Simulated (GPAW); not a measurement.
**Collinear magnetic orders of MnGa7N8 (GaN32 Mn2 d4p50) with GPAW**

Does MnGa7N8 (GaN32 Mn2 d4p50) prefer parallel or opposed moments, or none?

Main program and level: GPAW 26.7.0; PBE with U = 4 eV on Mn d; plane waves with GPAW's PAW setups, scalar-relativistic.

### Step 1. The structure

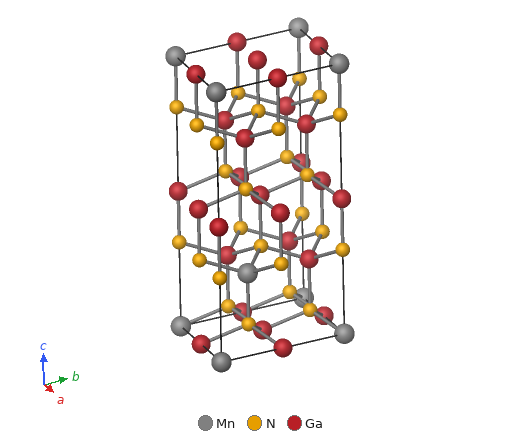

The cell as given, slightly off an axis (manganese grey, nitrogen orange, gallium red). Bonds to atoms that aren't drawn are left out. Some periodic images of atoms are drawn too.

The cell is a made-up one and need not be a known phase.

### Step 2. Order 1, typed as ferro ++

Parallel moments need no larger cell; this start tests for a ferromagnetic state only. A Hubbard U of customary size acts on the open shell; it was not fitted to this crystal.

File order1.py:

```python
import json
import numpy as np
from ase import Atoms
from ase.parallel import paropen, parprint
from gpaw import GPAW

atoms = Atoms(['Mn', 'N', 'Ga', 'N', 'Ga', 'N', 'Ga', 'N', 'Ga', 'N', 'Ga', 'N', 'Ga', 'N', 'Ga', 'N', 'Ga', 'N', 'Mn', 'N', 'Ga', 'N', 'Ga', 'N', 'Ga', 'N', 'Ga', 'N', 'Ga', 'N', 'Ga', 'N'],
    cell=[[6.378, 0.0, 0.0],
         [-3.189, 5.52351, 0.0],
         [0.0, 0.0, 10.37]],
    scaled_positions=[[0.0, 0.0, 0.0],
         [0.166667, 0.333333, 0.0615],
         [0.166667, 0.333333, 0.25],
         [0.0, 0.0, 0.3115],
         [0.0, 0.0, 0.5],
         [0.166667, 0.333333, 0.5615],
         [0.166667, 0.333333, 0.75],
         [0.0, 0.0, 0.8115],
         [0.0, 0.5, 0.0],
         [0.166667, 0.833333, 0.0615],
         [0.166667, 0.833333, 0.25],
         [0.0, 0.5, 0.3115],
         [0.0, 0.5, 0.5],
         [0.166667, 0.833333, 0.5615],
         [0.166667, 0.833333, 0.75],
         [0.0, 0.5, 0.8115],
         [0.5, 0.0, 0.0],
         [0.666667, 0.333333, 0.0615],
         [0.666667, 0.333333, 0.25],
         [0.5, 0.0, 0.3115],
         [0.5, 0.0, 0.5],
         [0.666667, 0.333333, 0.5615],
         [0.666667, 0.333333, 0.75],
         [0.5, 0.0, 0.8115],
         [0.5, 0.5, 0.0],
         [0.666667, 0.833333, 0.0615],
         [0.666667, 0.833333, 0.25],
         [0.5, 0.5, 0.3115],
         [0.5, 0.5, 0.5],
         [0.666667, 0.833333, 0.5615],
         [0.666667, 0.833333, 0.75],
         [0.5, 0.5, 0.8115]],
    pbc=True,
    magmoms=[4.5, 0.0, 0.0, 0.0, 0.0, 0.0, 0.0, 0.0, 0.0, 0.0, 0.0, 0.0, 0.0, 0.0, 0.0, 0.0, 0.0, 0.0, 4.5, 0.0, 0.0, 0.0, 0.0, 0.0, 0.0, 0.0, 0.0, 0.0, 0.0, 0.0, 0.0, 0.0])
atoms.calc = GPAW(mode={'name': 'pw', 'ecut': 600},
    xc='PBE',
    kpts={'size': (5, 5, 3), 'gamma': True},
    occupations={'name': 'fermi-dirac', 'width': 0.05},
    convergence={'density': 1e-05, 'energy': 1e-05},
    maxiter=200,
    mixer={'name': 'pulay', 'beta': 0.05, 'nmaxold': 6, 'weight': 50},
    setups={'Mn': ':d,4.0'},
    symmetry={'tolerance': 1e-4},
    txt='order1.txt')
e = atoms.get_potential_energy(force_consistent=True)
res = {'free_energy': e, 'energy_sigma0': atoms.get_potential_energy(), 'fermi_energy': atoms.calc.get_fermi_level()}
res['moments'] = atoms.get_magnetic_moments().tolist()
res['total'] = atoms.get_magnetic_moment()
parprint('site moments (muB):', np.round(res['moments'], 3))
parprint(f"total moment: {res['total']:.3f} muB")
parprint(f'free energy: {e:.6f} eV')
atoms.calc.write('order1.gpw')
with paropen('results.json', 'w') as f:
    json.dump(res, f)
```

Command:

```bash
$ OMP_NUM_THREADS=1 mpirun -n 4 gpaw python order1.py > order1.log
```

Log:

```text
site moments (muB): [ 3.951e+00 -4.600e-02  2.100e-02 -3.000e-03  1.000e-03 -0.000e+00
  7.000e-03 -1.700e-02  2.000e-02 -4.600e-02  2.100e-02 -4.600e-02
  9.000e-03 -0.000e+00  7.000e-03 -0.000e+00  2.000e-02 -1.000e-02
  3.958e+00 -4.600e-02  9.000e-03 -1.000e-03  2.000e-03 -0.000e+00
  2.000e-02 -4.600e-02  2.100e-02 -4.600e-02  9.000e-03 -0.000e+00
  7.000e-03 -0.000e+00]
total moment: 8.000 muB
free energy: -197.930195 eV

--- order1.txt ---
Input parameters:
  mode=PW(ecut=600),
  convergence={'density': 1e-05, 'energy': 1e-05},
  kpts=MonkhorstPack(size=(5, 5, 3), gamma=True),
  maxiter=200,
  mixer=Pulay(name='pulay', nmaxold=6, beta=0.05, weight=50, sigma=0.015, g_ss=None),
  occupations=Occupations(name='fermi-dirac', width=0.05),
  setups={'Mn': ':d,4.0'},
  symmetry=Symmetry(tolerance=0.0001),
  xc=XC(name='PBE')

Diagonalizing LCAO Hamiltonian
Converting LCAO to pw mode

          Ga      Ga
         N       N
           NGa     NGa
          N       N
            N       N
         Ga      Ga
           Ga      Ga
         NGa     NGa
            Ga      Mn
          NN      NN

         Ga N    Ga N
           Mn      Ga

Atoms  # Å, Bohr magnetons
|    | symbol |         x |        y |        z |    initial magnetic moments |
|----|--------|-----------|----------|----------|-----------------------------|
|  0 |     Mn |  0.000000 | 0.000000 | 0.000000 | ( 0.0000,  0.0000,  4.5000) |
|  1 |      N |  0.000003 | 1.841168 | 0.637755 | ( 0.0000,  0.0000,  0.0000) |
|  2 |     Ga |  0.000003 | 1.841168 | 2.592500 | ( 0.0000,  0.0000,  0.0000) |
|  3 |      N |  0.000000 | 0.000000 | 3.230255 | ( 0.0000,  0.0000,  0.0000) |
|  4 |     Ga |  0.000000 | 0.000000 | 5.185000 | ( 0.0000,  0.0000,  0.0000) |
|  5 |      N |  0.000003 | 1.841168 | 5.822755 | ( 0.0000,  0.0000,  0.0000) |
|  6 |     Ga |  0.000003 | 1.841168 | 7.777500 | ( 0.0000,  0.0000,  0.0000) |
|  7 |      N |  0.000000 | 0.000000 | 8.415255 | ( 0.0000,  0.0000,  0.0000) |
|  8 |     Ga | -1.594500 | 2.761755 | 0.000000 | ( 0.0000,  0.0000,  0.0000) |
|  9 |      N | -1.594497 | 4.602923 | 0.637755 | ( 0.0000,  0.0000,  0.0000) |
| 10 |     Ga | -1.594497 | 4.602923 | 2.592500 | ( 0.0000,  0.0000,  0.0000) |
| 11 |      N | -1.594500 | 2.761755 | 3.230255 | ( 0.0000,  0.0000,  0.0000) |
| 12 |     Ga | -1.594500 | 2.761755 | 5.185000 | ( 0.0000,  0.0000,  0.0000) |
| 13 |      N | -1.594497 | 4.602923 | 5.822755 | ( 0.0000,  0.0000,  0.0000) |
| 14 |     Ga | -1.594497 | 4.602923 | 7.777500 | ( 0.0000,  0.0000,  0.0000) |
| 15 |      N | -1.594500 | 2.761755 | 8.415255 | ( 0.0000,  0.0000,  0.0000) |
| 16 |     Ga |  3.189000 | 0.000000 | 0.000000 | ( 0.0000,  0.0000,  0.0000) |
| 17 |      N |  3.189003 | 1.841168 | 0.637755 | ( 0.0000,  0.0000,  0.0000) |
| 18 |     Mn |  3.189003 | 1.841168 | 2.592500 | ( 0.0000,  0.0000,  4.5000) |
| 19 |      N |  3.189000 | 0.000000 | 3.230255 | ( 0.0000,  0.0000,  0.0000) |
| 20 |     Ga |  3.189000 | 0.000000 | 5.185000 | ( 0.0000,  0.0000,  0.0000) |
| 21 |      N |  3.189003 | 1.841168 | 5.822755 | ( 0.0000,  0.0000,  0.0000) |
| 22 |     Ga |  3.189003 | 1.841168 | 7.777500 | ( 0.0000,  0.0000,  0.0000) |
| 23 |      N |  3.189000 | 0.000000 | 8.415255 | ( 0.0000,  0.0000,  0.0000) |
| 24 |     Ga |  1.594500 | 2.761755 | 0.000000 | ( 0.0000,  0.0000,  0.0000) |
| 25 |      N |  1.594503 | 4.602923 | 0.637755 | ( 0.0000,  0.0000,  0.0000) |
| 26 |     Ga |  1.594503 | 4.602923 | 2.592500 | ( 0.0000,  0.0000,  0.0000) |
| 27 |      N |  1.594500 | 2.761755 | 3.230255 | ( 0.0000,  0.0000,  0.0000) |
| 28 |     Ga |  1.594500 | 2.761755 | 5.185000 | ( 0.0000,  0.0000,  0.0000) |
| 29 |      N |  1.594503 | 4.602923 | 5.822755 | ( 0.0000,  0.0000,  0.0000) |
| 30 |     Ga |  1.594503 | 4.602923 | 7.777500 | ( 0.0000,  0.0000,  0.0000) |
| 31 |      N |  1.594500 | 2.761755 | 8.415255 | ( 0.0000,  0.0000,  0.0000) |

Unit cell  # Å
| periodic |         x |        y |         z |   lengths |     angles |
|----------|-----------|----------|-----------|-----------|------------|
|      yes |  6.378000 | 0.000000 |  0.000000 |  6.378000 |  90.000000 |
|      yes | -3.189000 | 5.523510 |  0.000000 |  6.378000 |  90.000000 |
|      yes |  0.000000 | 0.000000 | 10.370000 | 10.370000 | 120.000000 |

Number of symmetries: 6

BZ-sampling:
  Number of BZ points: 75
  Number of IBZ points: 12

  Monkhorst-Pack size: [5, 5, 3]
  Monkhorst-Pack shift: [0, 0, 0]

K-points  # in reciprocal-cell coordinates
|     |                                coordinates |     weight |
|-----|--------------------------------------------|------------|
|   0 | (  0.00000000,   0.00000000,   0.00000000) | 0.01333333 |
|   1 | (  0.00000000,   0.00000000,   0.33333333) | 0.02666667 |
|   2 | (  0.20000000,   0.00000000,  -0.33333333) | 0.08000000 |
|   3 | (  0.20000000,   0.00000000,   0.00000000) | 0.08000000 |
|   4 | (  0.20000000,   0.00000000,   0.33333333) | 0.08000000 |
|   5 | (  0.40000000,  -0.20000000,   0.00000000) | 0.08000000 |
|   6 | (  0.40000000,  -0.20000000,   0.33333333) | 0.16000000 |
|   7 | (  0.40000000,   0.00000000,  -0.33333333) | 0.08000000 |
|   8 | (  0.40000000,   0.00000000,   0.00000000) | 0.08000000 |
|   9 | (  0.40000000,   0.00000000,   0.33333333) | 0.08000000 |
| ... |                                            |            |
|  11 | (  0.40000000,   0.40000000,   0.33333333) | 0.16000000 |

Plane wave coefficients: 12263
Cutoff: 600.0 eV

Spin-components: 2 (collinear spins)
Bands:           101
Projectors:      162
Spin-degeneracy: 1
Datatype:        complex128

Parallelization:
  kpt:    4
  domain: 1
  band:   1

Density:
  Valence electrons: 152.0
  Components: 2
  Grid points: [40 40 60]
  Charge: 0.0  # |e|

Potential:
  Grid points: [40 40 60]

species:
  Mn:
    name:    Manganese
    Z:       25.0
    valence: 15
    core:    10
    charge:  0.0  # [|e|]
    Hubbard: {U: 4.0,  # eV
              l: 2,
              scale: True}
    compensation charges:
      type: gauss
      rc: 0.38  # [Å]
      lmax: 2
    cutoffs:
      filter: 2.14  # [Å]
      core: 0.86  # [Å]
    projectors
    | kind |    occ | energy [eV] | rcut [Å] |
    |------|--------|-------------|----------|
    |   3s |  2.000 |     -85.859 |    1.275 |
    |   4s |  2.000 |      -5.106 |    1.275 |
    |   3p |  6.000 |     -54.597 |    1.281 |
    |   4p |  0.000 |      -1.371 |    1.281 |
    |   3d |  5.000 |      -6.771 |    1.138 |
    |    d |        |      20.441 |    1.138 |

    Using partial waves for Mn as LCAO basis

  N:
    name:    Nitrogen
    Z:       7.0
    valence: 5
    core:    2
    charge:  0.0  # [|e|]
    compensation charges:
      type: gauss
      rc: 0.18  # [Å]
      lmax: 2
    cutoffs:
      filter: 1.11  # [Å]
      core: 0.96  # [Å]
    projectors
    | kind |    occ | energy [eV] | rcut [Å] |
    |------|--------|-------------|----------|
    |   2s |  2.000 |     -18.583 |    0.603 |
    |   2p |  3.000 |      -7.089 |    0.529 |
    |    s |        |       8.629 |    0.603 |
    |    p |        |      20.123 |    0.529 |
    |    d |        |       0.000 |    0.577 |

    Using partial waves for N as LCAO basis

  Ga:
    name:    Gallium
    Z:       31.0
    valence: 3
    core:    28
    charge:  0.0  # [|e|]
    compensation charges:
      type: gauss
      rc: 0.37  # [Å]
      lmax: 2
    cutoffs:
      filter: 2.06  # [Å]
      core: 4.17  # [Å]
    projectors
    | kind |    occ | energy [eV] | rcut [Å] |
    |------|--------|-------------|----------|
    |   4s |  2.000 |      -8.945 |    1.164 |
    |   4p |  1.000 |      -2.580 |    1.164 |
    |    s |        |      18.266 |    1.164 |
    |    p |        |      24.631 |    1.164 |
    |    d |        |       0.000 |    1.164 |

    Using partial waves for Ga as LCAO basis

Reference energy: -827121.121619  # eV

eigensolver:
  PPCG
  Converge bands: occupied
  niter=2

density mixing:
  Pulay-Mixer
  Linear mixing parameters: 0.05
  Old densities: 6
  Fourier metric: weight=50, sigma=0.015

occupation numbers:
  Fermi-Dirac:
    width: 0.0500  # eV

poisson solver:
  ecut: 4800.0  # eV

xc functional:
  name: PBE with 2 nearest neighbor stencil

convergence criteria:
- Maximum integral of absolute [dens]ity change: 1e-05 electrons / valence electron
- Maximum [total energy] change in last 3 cyles: 1e-05 eV / valence electron
- Maximum integral of absolute [eigenst]ate change: 4e-08 eV^2 / valence electron
maximum number of iterations: 200

SCF iterations
|iter     |      energy | eigst |  dens |  magmom |
|---------|-------------|-------|-------|---------|
|iter:   1|       0s | -225.083012 | +0.17 |       |  +9.0156|
|iter:   2|      12s | -217.700467 | -1.00 | -0.63 |  +8.9648|
|iter:   3|      25s | -197.831638 | +0.34 | -0.68 |  +8.6354|
|iter:   4|      39s | -198.074456 | -1.04 | -1.14 |  +8.5761|
|iter:   5|      51s | -197.979967 | -1.76 | -1.19 |  +8.4574|
|iter:   6|      62s | -197.887482 | -1.53 | -1.30 |  +8.3452|
|iter:   7|      75s | -197.925286 | -1.82 | -1.44 |  +8.0797|
|iter:   8|      88s | -197.899081 | -2.53 | -1.92 |  +8.0423|
|iter:   9|     105s | -197.904917 | -2.75 | -2.25 |  +8.0114|
|iter:  10|     119s | -197.903567 | -4.16 | -2.35 |  +8.0125|
[... 19 iterations left out ...]
|iter:  30|     372s | -197.903843c| -6.59 | -4.16 |  +7.9998|
|iter:  31|     384s | -197.903857c| -7.28 | -4.27 |  +7.9998|
|iter:  32|     397s | -197.903878c| -7.39 | -4.26 |  +7.9998|
|iter:  33|     404s | -197.903883c| -7.54c| -4.32 |  +7.9999|
|iter:  34|     410s | -197.903884c| -7.61c| -4.47 |  +8.0000|
|iter:  35|     416s | -197.903884c| -7.74c| -4.64 |  +8.0000|
|iter:  36|     426s | -197.903893c| -7.66c| -4.72 |  +8.0000|
|iter:  37|     432s | -197.903894c| -8.08c| -4.94 |  +8.0000|
|iter:  38|     438s | -197.903898c| -8.20c| -4.95 |  +8.0000|
|iter:  39|     445s | -197.903898c| -8.47c| -5.01c|  +8.0000|

Converged in 39 steps
Energy contributions relative to reference atoms: (reference = -827121.121619)

Energy contributions:
  Kinetic:         527.586351
  Coulomb:        -457.914652
  Zero:              0.945350
  External:          0.000000
  Xc:             -268.494650
  Entropy:          -0.052594
  Spinorbit:         0.000000
  ----------------------------
  Free energy:    -197.930195
  Extrapolated:   -197.903898

dipole moment: (-79.749498, -99.458497, -114.090519)  # |e|*Ang

Total magnetic moment: (0.000000, 0.000000, 8.000020)

Local magnetic moments
|        x |        y |         z |
|----------|----------|-----------|
| 0.000000 | 0.000000 |  3.950864 |  # Mn   0
| 0.000000 | 0.000000 | -0.046127 |  # N    1
| 0.000000 | 0.000000 |  0.021266 |  # Ga   2
| 0.000000 | 0.000000 | -0.002622 |  # N    3
| 0.000000 | 0.000000 |  0.001218 |  # Ga   4
| 0.000000 | 0.000000 | -0.000385 |  # N    5
| 0.000000 | 0.000000 |  0.007098 |  # Ga   6
| 0.000000 | 0.000000 | -0.016937 |  # N    7
| 0.000000 | 0.000000 |  0.019511 |  # Ga   8
| 0.000000 | 0.000000 | -0.046127 |  # N    9
| 0.000000 | 0.000000 |  0.021266 |  # Ga  10
| 0.000000 | 0.000000 | -0.046135 |  # N   11
| 0.000000 | 0.000000 |  0.008675 |  # Ga  12
| 0.000000 | 0.000000 | -0.000385 |  # N   13
| 0.000000 | 0.000000 |  0.007098 |  # Ga  14
| 0.000000 | 0.000000 | -0.000093 |  # N   15
[...]
| 0.000000 | 0.000000 |  0.001598 |  # Ga  22
| 0.000000 | 0.000000 | -0.000093 |  # N   23
| 0.000000 | 0.000000 |  0.019511 |  # Ga  24
| 0.000000 | 0.000000 | -0.046127 |  # N   25
| 0.000000 | 0.000000 |  0.021266 |  # Ga  26
| 0.000000 | 0.000000 | -0.046135 |  # N   27
| 0.000000 | 0.000000 |  0.008675 |  # Ga  28
| 0.000000 | 0.000000 | -0.000385 |  # N   29
| 0.000000 | 0.000000 |  0.007098 |  # Ga  30
| 0.000000 | 0.000000 | -0.000093 |  # N   31

Fermi level: 7.245
Eigenvalues  # (at kpt = [0.000, 0.000, 0.000])
| band index |      eig [eV] | occ [0-1] |      eig [eV] | occ [0-1] |
|------------|---------------|-----------|---------------|-----------|
|          0 |       -73.494 |     1.000 |       -69.024 |     1.000 |
|        ... |               |           |               |           |
|         67 |         5.152 |     1.000 |         5.756 |     1.000 |
|         68 |         5.401 |     1.000 |         5.756 |     1.000 |
|         69 |         5.454 |     1.000 |         6.077 |     1.000 |
|         70 |         5.651 |     1.000 |         6.226 |     1.000 |
|         71 |         5.651 |     1.000 |         6.226 |     1.000 |
|         72 |         5.899 |     1.000 |         8.623 |     0.000 |
|         73 |         5.899 |     1.000 |        10.411 |     0.000 |
|         74 |         6.186 |     1.000 |        10.458 |     0.000 |
|         75 |         6.186 |     1.000 |        10.458 |     0.000 |
|         76 |         6.493 |     1.000 |        10.592 |     0.000 |
|         77 |         7.430 |     0.024 |        10.592 |     0.000 |
|         78 |         7.595 |     0.001 |        10.706 |     0.000 |
|         79 |         7.595 |     0.001 |        10.707 |     0.000 |
|         80 |         7.745 |     0.000 |        10.774 |     0.000 |
|         81 |         7.745 |     0.000 |        10.847 |     0.000 |
|        ... |               |           |               |           |
|        100 |        13.156 |     0.000 |        13.832 |     0.000 |

No gap
No difference between direct/indirect transitions
```

Wall time 8 min (4 MPI ranks of Intel Xeon 6975P-C (Granite Rapids), shared host); peak memory 2.4 GiB.

Spin moment in the augmentation sphere by element, in μB:

```
element  atoms   mean  spread (r.m.s.)  least  largest
     Mn      2   3.95             0.00   3.95     3.96
      N     16  -0.02             0.02  -0.05     0.00
     Ga     14   0.01             0.01   0.00     0.02
```

The atoms farthest from the mean of their element:

```
atom        x, y, z (Å)  spin moment in the augmentation sphere (μB)
 N12  -1.59, 2.76, 3.23                                        -0.05
 N20   3.19, 0.00, 3.23                                        -0.05
 N28   1.59, 2.76, 3.23                                        -0.05
  N2   0.00, 1.84, 0.64                                        -0.05
 N10  -1.59, 4.60, 0.64                                        -0.05
 N26   1.59, 4.60, 0.64                                        -0.05
 N24   3.19, 0.00, 8.42                                         0.00
 N16  -1.59, 2.76, 8.42                                         0.00
```

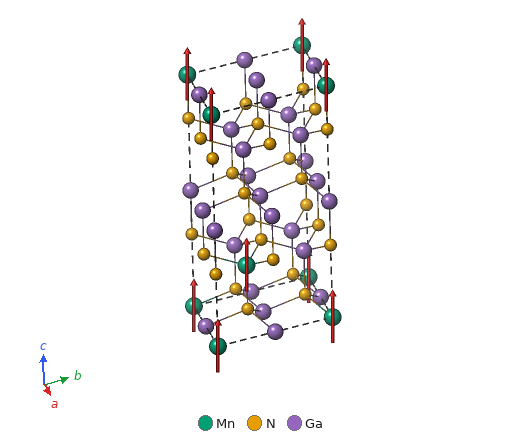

Spin moment in the augmentation sphere as arrows, the longest 3.96 μB. Up and down stand for the sign. Arrows give size and sign along the axis of quantisation, drawn up and down the page. Bonds to atoms that aren't drawn are left out. Some periodic images of atoms are drawn too.

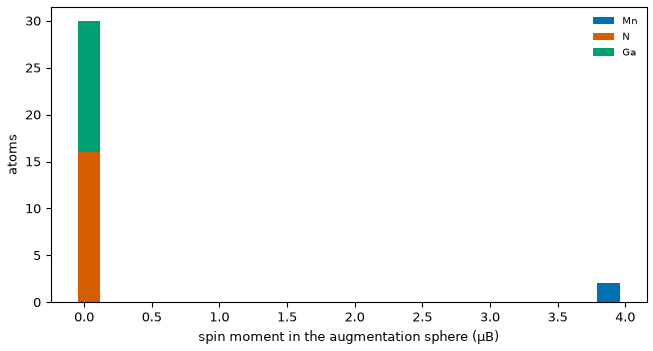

Spin moment in the augmentation sphere as a stacked histogram.

This step gave:

| Property | Result |
| --- | --- |
| magnetization | 8.000 μB |
| final state | ferromagnetic |

After 39 cycles the largest moment stands at 3.96 μB.

[end of part 1 of 2]

[Logs and program files are shortened in this print: banners, set-up blocks, solver, clock and traceback lines can be left out without a mark of their own.]

[Logs are printed without paths, hosts, clocks, repeated set-up lines and the standing remarks that a program may print on its own settings, such as how far it seeks lower states.]

[Hosts, paths, dates, database ids (printed as entryN), source tags and the programs' standing remarks are cut or masked in the printed files.]

[Where a cell is said to come from a database of computed structures, the database is the Materials Project.]
